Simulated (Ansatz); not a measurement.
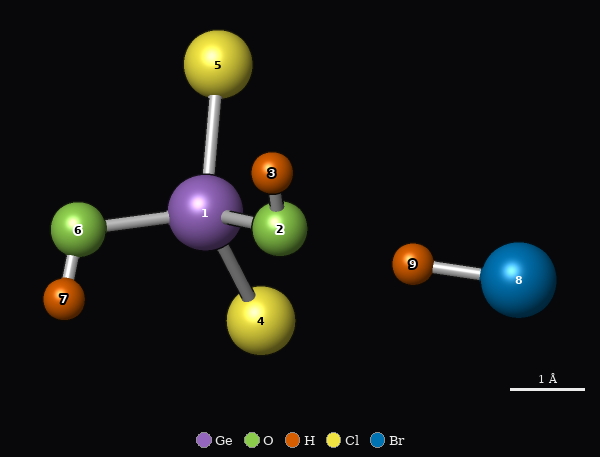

**Figure 1.** The input geometry (ball-and-stick view, seen at a tilt; atoms are numbered from 1 in the order of the input). Sticks mark near contacts. Bond lengths as drawn: Br–H 1.46 Å, Cl–Ge 2.14 to 2.15 Å, Ge–O 1.77 to 1.80 Å and H–O 0.98 Å.

**Run report: GeH₃BrCl₂O₂, nudged elastic band (part 1 of 2)**

GeH₃BrCl₂O₂, computed with RKS PBE/def2-SVP (Ansatz 0.2.0).

It belongs to a series of runs on one base structure; here: band between the two ends. Figures and captions count atoms from 1; the log counts them from 0 in places.

The program's output:
```
Engine: ansatz 0.2.0, aarch64-unknown-linux-gnu
Functional definition: PBE
  parameter kappa = 0.804
  parameter beta = 0.06672455060314922
  exchange = pbe_x(kappa = kappa, mu = beta*pi^2/3)
  correlation = pbe_c(beta = beta)
1546 factors; their error is unknown
mean field evaluation 1: about -155686.3257 eV, gradient 7.7e1 eV
mean field evaluation 2: about -155611.0521 eV, gradient 2.0e2 eV
mean field evaluation 4: about -155695.9748 eV, gradient 1.6e1 eV
mean field evaluation 8: about -155696.5317 eV, gradient 8.5e-2 eV
mean field evaluation 16: about -155696.4156 eV, gradient 4.1e-5 eV
mean field -155696.41559866 eV, -5721.7377384298 hartree, gradient 4.1e-5 eV, S^2 0.000000; 0 other end points of the search recorded, 0 dependent functions left out
the calculation of the forces begins
reference -155696.41563575 eV, -5721.7377397928 hartree; 60, 60 occupied and 83, 83 virtual orbitals, 1546 factors
1546 factors; their error is unknown
mean field evaluation 32: about -155697.0868 eV, gradient 8.7e-4 eV
mean field -155697.08683062 eV, -5721.7624057494 hartree, gradient 7.2e-5 eV, S^2 0.000000; 0 other end points of the search recorded, 0 dependent functions left out
[... from here on the field's lines of each further geometry are left out, up to the last ...]
NEB iter   1: max|band force component| = 3.350e1 eV/Å  barrier→ = 4.3778 eV  barrier← = 5.0490 eV  Δτ_max = 0.2000 Å  (267 SCF iters)
NEB iter   2: max|band force component| = 2.235e0 eV/Å  barrier→ = 1.4961 eV  barrier← = 2.1673 eV  Δτ_max = 0.2000 Å  (233 SCF iters)
NEB iter   3: max|band force component| = 1.247e0 eV/Å  barrier→ = 0.8928 eV  barrier← = 1.5641 eV  Δτ_max = 0.1990 Å  (213 SCF iters)
NEB iter   4: max|band force component| = 2.406e0 eV/Å  barrier→ = 1.0844 eV  barrier← = 1.7556 eV  Δτ_max = 0.0993 Å  (213 SCF iters)
NEB iter   5: max|band force component| = 1.200e0 eV/Å  barrier→ = 0.6284 eV  barrier← = 1.2997 eV  Δτ_max = 0.1238 Å  (205 SCF iters)
NEB iter   6: max|band force component| = 5.055e-1 eV/Å  barrier→ = 0.5522 eV  barrier← = 1.2235 eV  Δτ_max = 0.1625 Å  (196 SCF iters)
NEB iter   7: max|band force component| = 6.307e-1 eV/Å  barrier→ = 0.5045 eV  barrier← = 1.1757 eV  Δτ_max = 0.0815 Å  (207 SCF iters)
NEB iter   8: max|band force component| = 4.465e-1 eV/Å  barrier→ = 0.4817 eV  barrier← = 1.1529 eV  CI = image 3  Δτ_max = 0.0813 Å  (198 SCF iters)
NEB iter   9: max|band force component| = 5.032e-1 eV/Å  barrier→ = 0.5966 eV  barrier← = 1.2678 eV  CI = image 3  Δτ_max = 0.0416 Å  (200 SCF iters)
NEB iter  10: max|band force component| = 5.241e-1 eV/Å  barrier→ = 0.6236 eV  barrier← = 1.2949 eV  CI = image 3  Δτ_max = 0.0825 Å  (198 SCF iters)
NEB iter  11: max|band force component| = 2.432e-1 eV/Å  barrier→ = 0.6731 eV  barrier← = 1.3443 eV  CI = image 3  Δτ_max = 0.1555 Å  (199 SCF iters)
NEB iter  12: max|band force component| = 2.726e-1 eV/Å  barrier→ = 0.6968 eV  barrier← = 1.3680 eV  CI = image 3  Δτ_max = 0.0967 Å  (204 SCF iters)
NEB iter  13: max|band force component| = 1.539e-1 eV/Å  barrier→ = 0.6914 eV  barrier← = 1.3626 eV  CI = image 3  Δτ_max = 0.0341 Å  (195 SCF iters)
NEB iter  14: max|band force component| = 8.846e-2 eV/Å  barrier→ = 0.6856 eV  barrier← = 1.3568 eV  CI = image 3  Δτ_max = 0.1178 Å  (198 SCF iters)
NEB iter  15: max|band force component| = 8.146e-2 eV/Å  barrier→ = 0.6840 eV  barrier← = 1.3552 eV  CI = image 3  Δτ_max = 0.0610 Å  (199 SCF iters)
NEB iter  16: max|band force component| = 1.062e-1 eV/Å  barrier→ = 0.6819 eV  barrier← = 1.3531 eV  CI = image 3  Δτ_max = 0.0306 Å  (197 SCF iters)
NEB iter  17: max|band force component| = 1.137e-1 eV/Å  barrier→ = 0.6795 eV  barrier← = 1.3508 eV  CI = image 3  Δτ_max = 0.0609 Å  (194 SCF iters)
NEB iter  18: max|band force component| = 1.885e-1 eV/Å  barrier→ = 0.6744 eV  barrier← = 1.3456 eV  CI = image 3  Δτ_max = 0.0305 Å  (194 SCF iters)
NEB iter  19: max|band force component| = 1.241e-1 eV/Å  barrier→ = 0.6713 eV  barrier← = 1.3425 eV  CI = image 3  Δτ_max = 0.0605 Å  (188 SCF iters)
NEB iter  20: max|band force component| = 1.290e-1 eV/Å  barrier→ = 0.6648 eV  barrier← = 1.3360 eV  CI = image 3  Δτ_max = 0.1202 Å  (189 SCF iters)
NEB iter  21: max|band force component| = 1.325e-1 eV/Å  barrier→ = 0.6491 eV  barrier← = 1.3203 eV  CI = image 3  Δτ_max = 0.1215 Å  (200 SCF iters)
NEB iter  22: max|band force component| = 1.293e-1 eV/Å  barrier→ = 0.6302 eV  barrier← = 1.3015 eV  CI = image 3  Δτ_max = 0.1221 Å  (203 SCF iters)
NEB iter  23: max|band force component| = 1.487e-1 eV/Å  barrier→ = 0.6088 eV  barrier← = 1.2800 eV  CI = image 3  Δτ_max = 0.0610 Å  (198 SCF iters)
NEB iter  24: max|band force component| = 1.417e-1 eV/Å  barrier→ = 0.5961 eV  barrier← = 1.2673 eV  CI = image 3  Δτ_max = 0.0305 Å  (195 SCF iters)
NEB iter  25: max|band force component| = 1.295e-1 eV/Å  barrier→ = 0.5886 eV  barrier← = 1.2598 eV  CI = image 3  Δτ_max = 0.0152 Å  (196 SCF iters)
NEB iter  26: max|band force component| = 1.307e-1 eV/Å  barrier→ = 0.5844 eV  barrier← = 1.2556 eV  CI = image 3  Δτ_max = 0.0152 Å  (187 SCF iters)
NEB iter  27: max|band force component| = 1.322e-1 eV/Å  barrier→ = 0.5801 eV  barrier← = 1.2513 eV  CI = image 3  Δτ_max = 0.0305 Å  (189 SCF iters)
NEB iter  28: max|band force component| = 1.471e-1 eV/Å  barrier→ = 0.5716 eV  barrier← = 1.2429 eV  CI = image 3  Δτ_max = 0.0610 Å  (189 SCF iters)
NEB iter  29: max|band force component| = 1.625e-1 eV/Å  barrier→ = 0.5554 eV  barrier← = 1.2267 eV  CI = image 3  Δτ_max = 0.0608 Å  (197 SCF iters)
NEB iter  30: max|band force component| = 1.694e-1 eV/Å  barrier→ = 0.5403 eV  barrier← = 1.2115 eV  CI = image 3  Δτ_max = 0.0608 Å  (194 SCF iters)
NEB iter  31: max|band force component| = 1.935e-1 eV/Å  barrier→ = 0.5266 eV  barrier← = 1.1978 eV  CI = image 3  Δτ_max = 0.1210 Å  (195 SCF iters)
NEB iter  32: max|band force component| = 1.845e-1 eV/Å  barrier→ = 0.5082 eV  barrier← = 1.1795 eV  CI = image 3  Δτ_max = 0.1219 Å  (200 SCF iters)
NEB iter  33: max|band force component| = 2.560e-1 eV/Å  barrier→ = 0.5034 eV  barrier← = 1.1747 eV  CI = image 3  Δτ_max = 0.1223 Å  (205 SCF iters)
NEB iter  34: max|band force component| = 3.372e-1 eV/Å  barrier→ = 0.5085 eV  barrier← = 1.1798 eV  CI = image 3  Δτ_max = 0.1249 Å  (201 SCF iters)
NEB iter  35: max|band force component| = 2.992e-1 eV/Å  barrier→ = 0.4993 eV  barrier← = 1.1706 eV  CI = image 3  Δτ_max = 0.1225 Å  (197 SCF iters)
NEB iter  36: max|band force component| = 3.319e-1 eV/Å  barrier→ = 0.4982 eV  barrier← = 1.1695 eV  CI = image 3  Δτ_max = 0.1221 Å  (203 SCF iters)
NEB iter  37: max|band force component| = 3.811e-1 eV/Å  barrier→ = 0.4975 eV  barrier← = 1.1688 eV  CI = image 3  Δτ_max = 0.0615 Å  (200 SCF iters)
NEB iter  38: max|band force component| = 3.234e-1 eV/Å  barrier→ = 0.4973 eV  barrier← = 1.1685 eV  CI = image 3  Δτ_max = 0.0614 Å  (197 SCF iters)
NEB iter  39: max|band force component| = 2.471e-1 eV/Å  barrier→ = 0.4972 eV  barrier← = 1.1684 eV  CI = image 3  Δτ_max = 0.0611 Å  (192 SCF iters)
NEB iter  40: max|band force component| = 1.786e-1 eV/Å  barrier→ = 0.4970 eV  barrier← = 1.1682 eV  CI = image 3  Δτ_max = 0.0613 Å  (195 SCF iters)
NEB iter  41: max|band force component| = 1.685e-1 eV/Å  barrier→ = 0.4970 eV  barrier← = 1.1682 eV  CI = image 3  Δτ_max = 0.0611 Å  (195 SCF iters)
NEB iter  42: max|band force component| = 1.211e-1 eV/Å  barrier→ = 0.4972 eV  barrier← = 1.1685 eV  CI = image 3  Δτ_max = 0.0609 Å  (193 SCF iters)
NEB iter  43: max|band force component| = 1.789e-1 eV/Å  barrier→ = 0.4969 eV  barrier← = 1.1682 eV  CI = image 3  Δτ_max = 0.0304 Å  (191 SCF iters)
NEB iter  44: max|band force component| = 1.706e-1 eV/Å  barrier→ = 0.4969 eV  barrier← = 1.1682 eV  CI = image 3  Δτ_max = 0.0612 Å  (173 SCF iters)
NEB iter  45: max|band force component| = 1.575e-1 eV/Å  barrier→ = 0.4969 eV  barrier← = 1.1682 eV  CI = image 3  Δτ_max = 0.1232 Å  (175 SCF iters)
NEB iter  46: max|band force component| = 1.246e-1 eV/Å  barrier→ = 0.4969 eV  barrier← = 1.1682 eV  CI = image 3  Δτ_max = 0.1221 Å  (175 SCF iters)
NEB iter  47: max|band force component| = 1.032e-1 eV/Å  barrier→ = 0.4969 eV  barrier← = 1.1682 eV  CI = image 3  Δτ_max = 0.1225 Å  (169 SCF iters)
NEB iter  48: max|band force component| = 9.988e-2 eV/Å  barrier→ = 0.4969 eV  barrier← = 1.1682 eV  CI = image 3  Δτ_max = 0.1223 Å  (166 SCF iters)
NEB iter  49: max|band force component| = 2.268e-1 eV/Å  barrier→ = 0.4969 eV  barrier← = 1.1682 eV  CI = image 3  Δτ_max = 0.0606 Å  (171 SCF iters)
NEB iter  50: max|band force component| = 1.102e-1 eV/Å  barrier→ = 0.4969 eV  barrier← = 1.1682 eV  CI = image 3  Δτ_max = 0.1226 Å  (166 SCF iters)
NEB iter  51: max|band force component| = 1.172e-1 eV/Å  barrier→ = 0.4969 eV  barrier← = 1.1682 eV  CI = image 3  Δτ_max = 0.0615 Å  (161 SCF iters)
NEB iter  52: max|band force component| = 5.910e-2 eV/Å  barrier→ = 0.4969 eV  barrier← = 1.1682 eV  CI = image 3  Δτ_max = 0.0613 Å  (159 SCF iters)
NEB iter  53: max|band force component| = 8.926e-2 eV/Å  barrier→ = 0.4969 eV  barrier← = 1.1682 eV  CI = image 3  Δτ_max = 0.0304 Å  (166 SCF iters)
the calculation of the forces begins
reference -155697.05117829 eV, -5721.7610955503 hartree; 60, 60 occupied and 83, 83 virtual orbitals, 1546 factors
1546 factors; their error is unknown
mean field evaluation 2624: about -155692.5805 eV, gradient 3.6e1 eV
mean field -155695.91868018 eV, -5721.7194770125 hartree, gradient 1.2e-5 eV, S^2 0.000000; 1 other end points of the search recorded, 0 dependent functions left out
the calculation of the forces begins
reference -155695.91871370 eV, -5721.7194782444 hartree; 60, 60 occupied and 83, 83 virtual orbitals, 1546 factors
NEB iter  54: max|band force component| = 3.918e-2 eV/Å  barrier→ = 0.4969 eV  barrier← = 1.1682 eV  CI = image 3  Δτ_max = 0.0000 Å  (362 SCF iters)
```

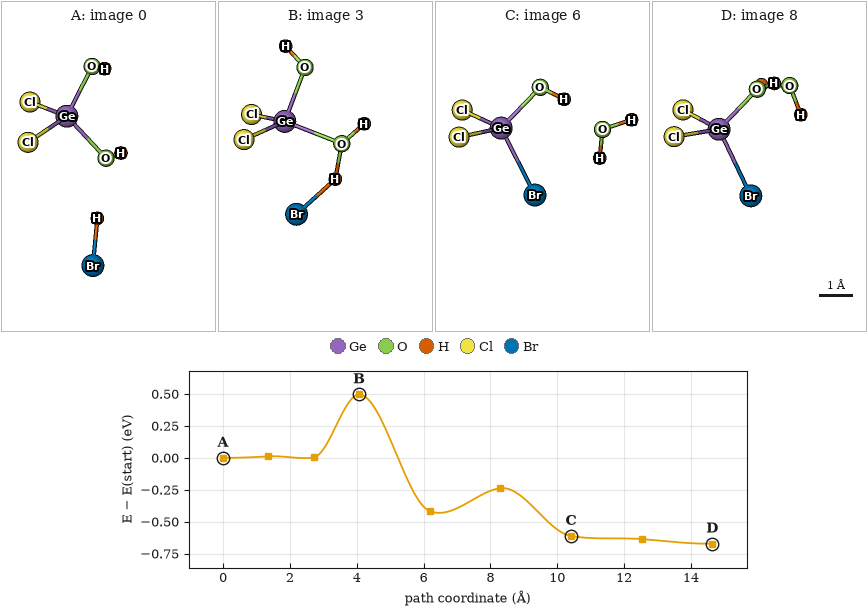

**Figure 2.** Images of the last band (counted from 0; ball-and-stick, seen at an oblique angle) above the energy along the path; the line is a cubic interpolation that uses the forces. The highest image is number 3, 0.497 eV above the start and 1.168 eV above the end (the climbing image); the end lies 0.671 eV below the start. A further maximum stands at image 5, −0.237 eV from the start, so the path isn't one elementary step. The path is 14.64 Å long. The band converged in 54 iterations.

```
Total energy: -155695.91871370 eV, -5721.7194782444 hartree
Atom 0 at     0.078066     0.020428     0.091919 Å, force     0.000104     0.000028    -0.000145 eV/Å
Atom 1 at     0.322077     0.058746     1.975737 Å, force    -0.000167     0.000130    -0.000087 eV/Å
Atom 2 at    -0.465202    -0.283870     2.454671 Å, force     0.000052     0.000038     0.000103 eV/Å
Atom 3 at     1.942969    -0.458781    -0.854741 Å, force    -0.000002    -0.000005    -0.000021 eV/Å
Atom 4 at    -1.250089     1.283228    -1.071850 Å, force    -0.000030     0.000001     0.000070 eV/Å
Atom 5 at    -0.894301    -1.472962     0.265130 Å, force    -0.000037    -0.000341     0.000217 eV/Å
Atom 6 at    -1.476465    -1.587232    -0.510898 Å, force     0.000080     0.000250    -0.000132 eV/Å
Atom 7 at     1.196680     2.570499     1.150610 Å, force     0.000027     0.000034    -0.000034 eV/Å
Atom 8 at     0.668968     1.222241     2.044123 Å, force    -0.000029    -0.000135     0.000029 eV/Å
Dipole moment:    -0.558268    -0.526926     0.165405 e Å
this run last wrote the band of iteration 54 to [file]
```

The last band as extended XYZ (Å, eV, eV/Å):
```
9
Properties=species:S:1:pos:R:3:forces:R:3 image=0 energy=-155696.41560
Ge   -0.3824   -0.2104   -0.1804   -0.0072  -0.0112  -0.0065
O    -0.0739    0.3333    1.5047   -0.0036   0.0036  -0.0009
H    -0.9007    0.6337    1.9340    0.0006   0.0004   0.0001
Cl    1.5732   -0.3313   -1.0539   -0.0047   0.0035   0.0017
Cl   -1.6714    1.1790   -1.1828    0.0052  -0.0029   0.0036
O    -1.2344   -1.7654   -0.2269    0.0119   0.0187   0.0045
H    -0.6334   -2.4893    0.0396   -0.0021  -0.0097  -0.0011
Br    2.1748    2.5063    2.6238   -0.0072  -0.0101  -0.0043
H     1.2710    1.4965    2.0865    0.0071   0.0078   0.0029
9
Properties=species:S:1:pos:R:3:forces:R:3 image=1 energy=-155696.40356
Ge   -0.2464   -0.2562   -0.0971   -0.0027   0.0010  -0.0019
O     0.1596    0.1081    1.6174   -0.0027   0.0022  -0.0022
H    -0.6581    0.1812    2.1514   -0.0031   0.0066  -0.0032
Cl    1.6363   -0.7489   -0.9988   -0.0022   0.0020  -0.0014
Cl   -1.1839    1.4356   -1.0176   -0.0041  -0.0004  -0.0017
O    -1.4146   -1.5882   -0.1949   -0.0012   0.0004  -0.0031
H    -0.9518   -2.4493   -0.2074    0.0084  -0.0061   0.0070
Br    1.6786    2.9911    2.2810    0.0051  -0.0041   0.0060
H     1.1031    1.6788    2.0107    0.0024  -0.0016   0.0005
```
